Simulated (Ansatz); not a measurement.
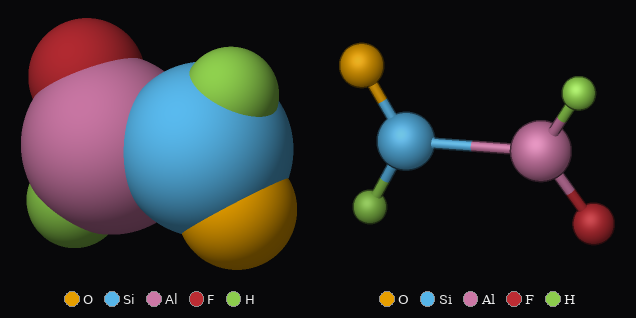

Two views of one molecule.

The geometry was computed by an optimisation with PBE0-D4/def2-TZVP. No frequency run is at hand to confirm it as a minimum.

Which formula does it have?

Answer. AlFH₂OSi, 6 atoms: 1 aluminium, 1 fluorine, 2 hydrogen, 1 oxygen and 1 silicon.

How many bonds of each kind are drawn?

Answer. 1 O–Si, 1 Al–Si, 1 Si–H, 1 Al–F, 1 Al–H. Sticks follow a distance rule.

More results for the same structure follow; atom numbers are the same in all pictures, views and colours differ.

## Shape

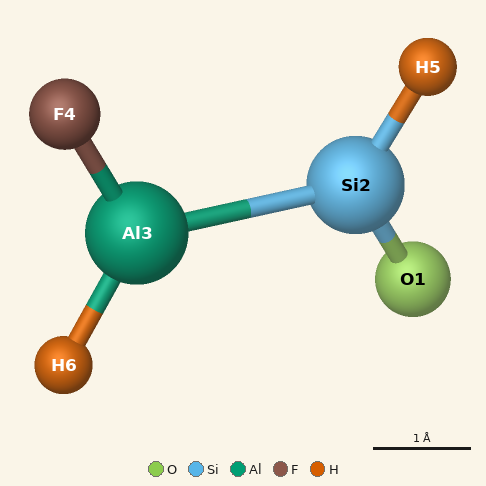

Numbered structure. No frequency run is at hand to confirm it as a minimum.

Give the bond lengths.

```csv
bond,length (Å)
O1–Si2,1.526
Si2–Al3,2.472
Si2–H5,1.499
Al3–F4,1.649
Al3–H6,1.573
```

## Dipole moment

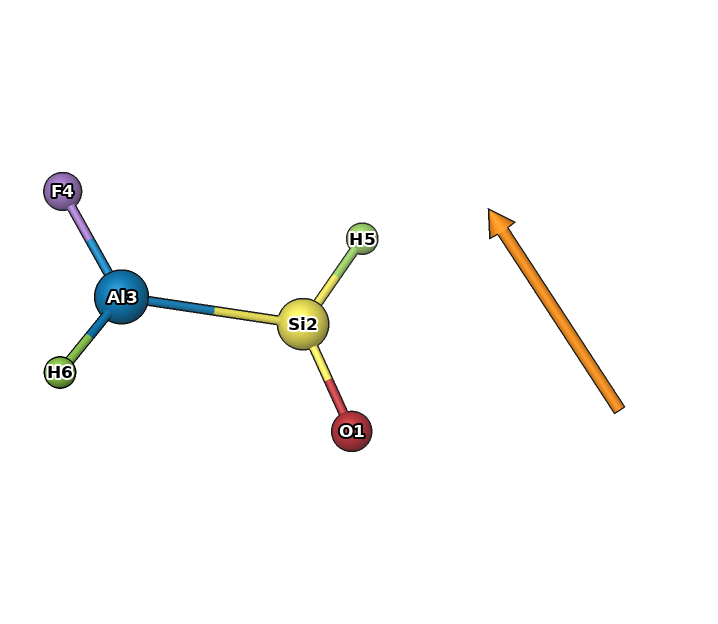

The arrow beside the molecule shows the direction of the dipole moment, from the negative to the positive end (its length means nothing). No frequency run is at hand to confirm it as a minimum. Method: RKS PBE0-D4/def2-TZVP (Ansatz 0.2.0).

Estimate the dipole moment.

Answer. 2.46 D; it points from the side of O1 to the side of F4 (the outermost atoms at the two ends).

## Electronic properties

No frequency run is at hand to confirm it as a minimum. Method: RKS PBE0-D4/def2-TZVPP (Ansatz 0.2.0).

What is the HOMO–LUMO gap?

Answer. 4.38 eV.

Estimate the HOMO energy (Kohn–Sham orbital).

Answer. −7.61 eV.

## Charges

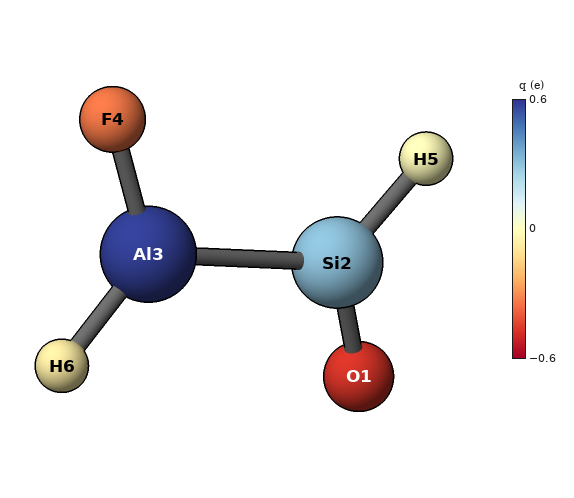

Atoms are coloured by their Mulliken charges. No frequency run is at hand to confirm it as a minimum. Level of theory: RKS PBE0-D4/def2-TZVP (Ansatz 0.2.0).

Which atom carries the highest charge (most positive or least negative)?

Answer. Al3 (0.57 e).

And the lowest?

Answer. O1 (−0.47 e).

List the Mulliken charges.

```tsv
atom	value (e)
O1	−0.47
Si2	0.30
Al3	0.57
F4	−0.33
H5	−0.01
H6	−0.06
```

Mulliken values depend strongly on the basis set and can even reverse the polarity of a bond.
